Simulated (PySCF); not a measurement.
# CH5InO2 (SMILES [CH3][In]([OH])[OH]) at 6 levels

Aim: a comparison of 6 runs (HF/STO-3G, HF/3-21G, HF/def2-SVP, BLYP/def2-SVP, MP2/3-21G, MP2/def2-SVPD) of CH5InO2. The job is set up through a Python script.

The results are computed with PySCF 2.14.0.

### 1 The molecule

CH5InO2: 9 atoms, total charge 0, spin state singlet. SMILES: `[CH3][In]([OH])[OH]`. The coordinates come from a PBE0-D4/def2-TZVP relaxation. This is one conformer, not always the lowest.

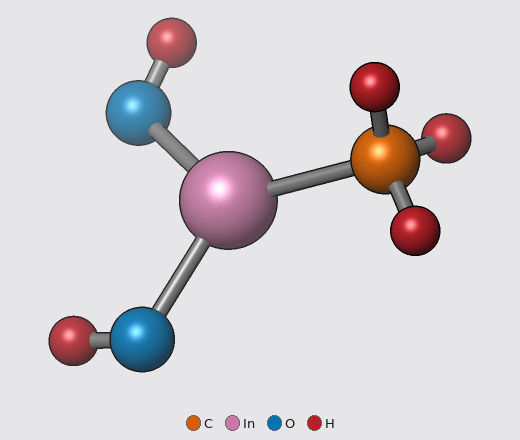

Viewed from a chosen angle; carbon orange, indium pink, oxygen blue, hydrogen red.

### 2 Energy and gradient at HF/STO-3G (run 1)

input.py reads:

```python
from pyscf import gto, scf

mol = gto.M(
    atom='''
C       -0.086600       0.920200      -1.366200
In       0.122900      -0.336100       0.337800
O        1.440800      -1.806000       0.500900
O       -0.898600      -0.312900       2.048600
H       -1.126400       0.929200      -1.692800
H        0.212100       1.936300      -1.107700
H        0.547500       0.548900      -2.169800
H        1.365500      -2.243400       1.353100
H       -1.577100       0.363700       2.096100
''',
    max_memory=1860,
    basis='sto-3g',
    spin=0,
    verbose=3,
)

mf = scf.RHF(mol)
mf.conv_tol = 1e-10
mf.kernel()
if not mf.converged:
    mf = mf.newton().run(mf.mo_coeff, mf.mo_occ)

etot = mf.e_tot
print('E(%s) = %.9f' % ('HF', etot))
grad = mf.nuc_grad_method().kernel()
dip = mf.dip_moment()
pop, q = mf.mulliken_pop()
```

Started as:

```
$ OMP_NUM_THREADS=1 python input.py
```

What it wrote:

```text
converged SCF energy = -5870.89358179085
E(HF) = -5870.893581791
--------------- RHF gradients ---------------
         x                y                z
0 C    -0.0024093963     0.0151978126    -0.0215340476
1 In     0.0012179592     0.0158542990    -0.0283874221
2 O     0.0138863424    -0.0381121545     0.0390827273
3 O    -0.0447829129     0.0292561756     0.0285052101
4 H    -0.0092016418    -0.0037211818     0.0028849200
5 H     0.0031666990     0.0054966283     0.0080500955
6 H     0.0068388180    -0.0081020139    -0.0010738447
7 H     0.0071192652     0.0119213858    -0.0319186494
8 H     0.0241648673    -0.0277909511     0.0043910108
----------------------------------------------
Dipole moment(X, Y, Z, Debye): -1.12008,  1.47450, -0.50293
 ** Mulliken pop  **
pop of  0 C 1s            1.99220
pop of  0 C 2s            1.22681
pop of  0 C 2px           0.98701
pop of  0 C 2py           1.05017
pop of  0 C 2pz           1.10631
pop of  1 In 1s           2.00000
pop of  1 In 2s           1.99970
pop of  1 In 3s           1.99850
pop of  1 In 4s           2.00901
pop of  1 In 5s           0.89913
pop of  1 In 2px          2.00006
pop of  1 In 2py          2.00006
pop of  1 In 2pz          2.00006
pop of  1 In 3px          1.99803
pop of  1 In 3py          1.99805
pop of  1 In 3pz          1.99811
pop of  1 In 4px          1.99213
pop of  1 In 4py          1.99302
pop of  1 In 4pz          1.99501
pop of  1 In 5px          0.36492
pop of  1 In 5py          0.41396
pop of  1 In 5pz          0.49141
pop of  1 In 3dxy         1.99924
pop of  1 In 3dyz         1.99906
pop of  1 In 3dz^2        1.99927
pop of  1 In 3dxz         1.99954
pop of  1 In 3dx2-y2      1.99986
pop of  1 In 4dxy         1.97585
pop of  1 In 4dyz         1.97027
pop of  1 In 4dz^2        1.97674
pop of  1 In 4dxz         1.98551
pop of  1 In 4dx2-y2      1.99565
pop of  2 O 1s            1.99796
pop of  2 O 2s            1.84958
pop of  2 O 2px           1.72620
pop of  2 O 2py           1.55046
pop of  2 O 2pz           1.35485
pop of  3 O 1s            1.99795
pop of  3 O 2s            1.84759
pop of  3 O 2px           1.47219
pop of  3 O 2py           1.55430
pop of  3 O 2pz           1.60632
pop of  4 H 1s            0.96271
pop of  5 H 1s            0.96245
pop of  6 H 1s            0.95716
pop of  7 H 1s            0.86986
pop of  8 H 1s            0.87574
 ** Mulliken atomic charges  **
charge of    0C =     -0.36251
charge of    1In =      0.94784
charge of    2O =     -0.47905
charge of    3O =     -0.47835
charge of    4H =      0.03729
charge of    5H =      0.03755
charge of    6H =      0.04284
charge of    7H =      0.13014
charge of    8H =      0.12426
```

Wall time 5.1 s (1 thread of Intel Xeon at 2.70GHz, shared host); peak memory 0.12 GiB.

### 3 Energy and forces at HF/3-21G (run 2)

mol.xyz reads:

```xyz
9

C     -0.086600     0.920200    -1.366200
In     0.122900    -0.336100     0.337800
O      1.440800    -1.806000     0.500900
O     -0.898600    -0.312900     2.048600
H     -1.126400     0.929200    -1.692800
H      0.212100     1.936300    -1.107700
H      0.547500     0.548900    -2.169800
H      1.365500    -2.243400     1.353100
H     -1.577100     0.363700     2.096100
```

calc.py reads:

```python
# [CH3][In]([OH])[OH]
from pyscf import gto

system = gto.Mole()
system.atom = 'mol.xyz'
system.max_memory = 1860
system.basis = '3-21g'
system.verbose = 3
system.charge = 0
system.build()

mf = system.RHF()
mf.conv_tol = 1e-10
mf.kernel()
if not mf.converged:
    mf = mf.newton().run(mf.mo_coeff, mf.mo_occ)

energy = mf.e_tot
print(f'total energy: {energy:.8f} hartree')
grad = mf.nuc_grad_method().kernel()
mf.analyze()
```

Started as:

```
$ OMP_NUM_THREADS=1 python calc.py
```

What it wrote:

```text
converged SCF energy = -5904.22580991466
total energy: -5904.22580991 hartree
--------------- RHF gradients ---------------
         x                y                z
0 C     0.0025940774    -0.0060747586     0.0049054473
1 In    -0.0065778935     0.0180149214    -0.0180834014
2 O     0.0120104283    -0.0144364706     0.0031867134
3 O    -0.0106250590    -0.0008065000     0.0194615799
4 H    -0.0049076393    -0.0021198083     0.0020588029
5 H     0.0015188944     0.0026890901     0.0045839352
6 H     0.0033174506    -0.0031491064    -0.0018337646
7 H    -0.0059741882     0.0096372164    -0.0056683657
8 H     0.0086439294    -0.0037545840    -0.0086109469
----------------------------------------------
**** MO energy ****
MO #1   energy= -991.696299703845  occ= 2
MO #2   energy= -148.664630729347  occ= 2
MO #3   energy= -138.096896221726  occ= 2
MO #4   energy= -138.095558456652  occ= 2
MO #5   energy= -138.095313528836  occ= 2
MO #6   energy= -29.5456640715826  occ= 2
MO #7   energy= -25.0892466882946  occ= 2
MO #8   energy= -25.0837038336723  occ= 2
MO #9   energy= -25.0826221619358  occ= 2
MO #10  energy= -20.3883519814113  occ= 2
MO #11  energy= -20.3772119685426  occ= 2
MO #12  energy= -17.4898351485457  occ= 2
MO #13  energy= -17.4884487910506  occ= 2
MO #14  energy= -17.4874633888603  occ= 2
MO #15  energy= -17.4844284259476  occ= 2
MO #16  energy= -17.4838885906473  occ= 2
MO #17  energy= -11.1634447277542  occ= 2
MO #18  energy= -4.99171080115715  occ= 2
MO #19  energy= -3.46721570888618  occ= 2
MO #20  energy= -3.45828709184494  occ= 2
MO #21  energy= -3.4575194261819   occ= 2
MO #22  energy= -1.25808605826839  occ= 2
MO #23  energy= -1.24922488927509  occ= 2
MO #24  energy= -1.09661827812058  occ= 2
MO #25  energy= -1.09315216697403  occ= 2
MO #26  energy= -1.0919622615966   occ= 2
MO #27  energy= -1.08534195253726  occ= 2
MO #28  energy= -1.07061854896958  occ= 2
MO #29  energy= -0.92770281083831  occ= 2
MO #30  energy= -0.599389355921581 occ= 2
MO #31  energy= -0.575419788465767 occ= 2
MO #32  energy= -0.561109812272519 occ= 2
MO #33  energy= -0.557023869249853 occ= 2
MO #34  energy= -0.483619820726631 occ= 2
MO #35  energy= -0.444193808495712 occ= 2
MO #36  energy= -0.424260447084097 occ= 2
MO #37  energy= -0.419899938705949 occ= 2
MO #38  energy= -0.401277152208474 occ= 2
MO #39  energy= 0.0830019762476799 occ= 0
MO #40  energy= 0.0948510314914328 occ= 0
MO #41  energy= 0.156098382937083  occ= 0
MO #42  energy= 0.185174489626576  occ= 0
MO #43  energy= 0.288344532763106  occ= 0
MO #44  energy= 0.31785226314423   occ= 0
MO #45  energy= 0.332676306158072  occ= 0
MO #46  energy= 0.364560342960509  occ= 0
MO #47  energy= 0.371736533277509  occ= 0
MO #48  energy= 0.385762375741717  occ= 0
MO #49  energy= 0.418106416251206  occ= 0
MO #50  energy= 0.48525866192777   occ= 0
MO #51  energy= 0.526435634534185  occ= 0
MO #52  energy= 0.958427521863028  occ= 0
MO #53  energy= 0.998914461958897  occ= 0
MO #54  energy= 1.05975957725036   occ= 0
MO #55  energy= 1.28744476958712   occ= 0
MO #56  energy= 1.33396311368832   occ= 0
MO #57  energy= 1.33887725154574   occ= 0
MO #58  energy= 1.3508720262389    occ= 0
MO #59  energy= 1.41368778387126   occ= 0
MO #60  energy= 1.82381622202902   occ= 0
MO #61  energy= 1.88770425142121   occ= 0
MO #62  energy= 1.90755323705703   occ= 0
MO #63  energy= 1.94995319125442   occ= 0
MO #64  energy= 2.00024996791258   occ= 0
MO #65  energy= 2.11858325214088   occ= 0
MO #66  energy= 2.17692284092816   occ= 0
MO #67  energy= 3.07933231835596   occ= 0
MO #68  energy= 3.13879445493391   occ= 0
 ** Mulliken atomic charges  **
charge of    0C =     -0.56252
charge of    1In =      1.13967
charge of    2O =     -0.71590
charge of    3O =     -0.71657
charge of    4H =      0.10466
charge of    5H =      0.10579
charge of    6H =      0.11439
charge of    7H =      0.26840
charge of    8H =      0.26207
Dipole moment(X, Y, Z, Debye): -1.83936,  2.53069, -0.99751
```

It took 8.7 s on 1 thread of Intel Xeon at 2.70GHz, shared host; peak memory 0.14 GiB.

Runs 3 to 5 aren't shown in full; the table further down has their settings and results.

### 4 Energy and forces at MP2/def2-SVPD (core potential) (run 6)

calc.py reads:

```python
from pyscf import gto, mp

molecule = gto.M(
    atom='''
C     -0.163650     1.738926    -2.581744
In     0.232247    -0.635137     0.638349
O      2.722717    -3.412845     0.946564
O     -1.698108    -0.591295     3.871293
H     -2.128588     1.755934    -3.198928
H      0.400811     3.659077    -2.093250
H      1.034625     1.037271    -4.100328
H      2.580421    -4.239412     2.556988
H     -2.980287     0.687293     3.961055
''',
    unit='bohr',
    max_memory=1860,
    verbose=4,
    basis='def2-svpd',
    ecp={'In': 'def2-svp'},
)

myscf = molecule.RHF()
myscf.conv_tol = 1e-10
myscf.kernel()
if not myscf.converged:
    myscf = myscf.newton().run(myscf.mo_coeff, myscf.mo_occ)

pt = mp.MP2(myscf, frozen=7).run()
e_tot = pt.e_tot
print(f'total energy: {e_tot:.8f} hartree')
grad = pt.nuc_grad_method().kernel()
myscf.analyze()
```

Started as:

```
$ OMP_NUM_THREADS=1 python calc.py
```

What it wrote:

```text
PySCF version 2.14.0

[... 88 lines left out ...]
Total Energy =                        -379.598352122499421
[... 14 lines left out ...]
MO #8   energy= -1.26113770636274  occ= 2
[... 12 lines left out ...]
MO #21  energy= -0.473608724221286 occ= 2
[... 12 lines left out ...]
MO #34  energy= 0.136480906473398  occ= 0
[... 12 lines left out ...]
MO #47  energy= 0.321690035709872  occ= 0
[... 12 lines left out ...]
MO #60  energy= 0.465781560298986  occ= 0
[... 12 lines left out ...]
MO #73  energy= 0.69912554703746   occ= 0
[... 12 lines left out ...]
MO #86  energy= 0.990305046567589  occ= 0
[... 12 lines left out ...]
MO #99  energy= 1.68102023961413   occ= 0
[... 12 lines left out ...]
MO #112 energy= 2.19293435470827   occ= 0
[... 12 lines left out ...]
MO #125 energy= 3.27312292577485   occ= 0
[... 12 lines left out ...]
MO #138 energy= 61.713801208012    occ= 0
[... 111 lines left out ...]
pop of  5 H 2py           0.00238
pop of  5 H 2pz           0.00108
pop of  5 H 3px           0.00046
pop of  5 H 3py           0.00336
pop of  5 H 3pz           0.00219
pop of  6 H 1s            0.88629
pop of  6 H 2s            0.00759
pop of  6 H 2px           0.00083
pop of  6 H 2py           0.00070
pop of  6 H 2pz           0.00214
pop of  6 H 3px           0.00064
pop of  6 H 3py           0.00076
pop of  6 H 3pz           0.00535
pop of  7 H 1s            0.65066
pop of  7 H 2s            0.02058
pop of  7 H 2px           0.00504
pop of  7 H 2py           0.00553
pop of  7 H 2pz           0.00297
pop of  7 H 3px           0.00208
pop of  7 H 3py           0.00426
pop of  7 H 3pz           0.00224
pop of  8 H 1s            0.65921
pop of  8 H 2s            0.01824
pop of  8 H 2px           0.00478
pop of  8 H 2py           0.00394
pop of  8 H 2pz           0.00567
pop of  8 H 3px           0.00297
pop of  8 H 3py           0.00152
pop of  8 H 3pz           0.00328
 ** Mulliken atomic charges  **
charge of    0C =     -0.91773
charge of    1In =      2.49377
charge of    2O =     -1.22424
charge of    3O =     -1.23499
charge of    4H =      0.09029
charge of    5H =      0.09017
charge of    6H =      0.09571
charge of    7H =      0.30663
charge of    8H =      0.30039
Dipole moment(X, Y, Z, Debye): -1.59313,  2.66795, -1.65323
```

Wall time 91 s (1 thread of Intel Xeon at 2.70GHz, shared host); peak memory 1.9 GiB.

### 5 Overview of the runs

| run | level | core potential | integration grid | energy (Eh) | dipole moment (D) of the reference | HOMO energy (eV) | LUMO energy (eV) | wall time |
| --- | --- | --- | --- | --- | --- | --- | --- | --- |
| 1 | HF/STO-3G | – | – | -5870.893582 | 1.92 | -7.75 | 6.76 | 5.1 s |
| 2 | HF/3-21G | – | – | -5904.225810 | 3.28 | -10.92 | 2.26 | 8.7 s |
| 3 | HF/def2-SVP (core potential) | def2-svp | – | -379.573254 | 3.42 | -11.33 | 2.03 | 12 s |
| 4 | BLYP/def2-SVP (core potential) | def2-svp | 5 | -381.461269 | 2.66 | -5.85 | -1.49 | 63 s |
| 5 | MP2/3-21G | – | – | -5904.598764 | 3.28 | -10.92 | 2.26 | 11 s |
| 6 | MP2/def2-SVPD (core potential) | def2-svp | – | -380.263033 | 3.52 | -11.50 | 0.88 | 91 s |

### 6 Summary of results

| quantity | value |
| --- | --- |
| run 6: total energy | -380.26303 Eh |
| run 6: dipole moment (Hartree–Fock density) | 3.52 D |
| run 6: HOMO energy (Hartree–Fock orbitals) | -11.50 eV |
| run 6: LUMO energy (Hartree–Fock orbitals) | 0.88 eV |
| run 6: HOMO–LUMO gap (Hartree–Fock orbitals) | 12.38 eV |
| run 6: correlation energy (7 core orbitals frozen) | -664.7 mEh |
| run 6: largest force on an atom | 0.682 eV/Å |

Over runs 1, 2, 3, 4 the dipole moment (its size) runs from 1.92 D (HF/STO-3G) to 3.42 D (HF/def2-SVP). The two ends differ in basis and core potential. Over runs 1, 2, 3, 4 the HOMO–LUMO gap runs from 4.37 eV (BLYP/def2-SVP) to 14.51 eV (HF/STO-3G). The two ends differ in method and basis and core potential. Some runs of one species differ in core potentials or relativity; totals across that change don't compare. In run 1 the basis is minimal, so the values are rough. In runs 1, 2, 5 relativity is left out where basis or elements ask for it. All runs together took 3.2 min, the longest 91 s.
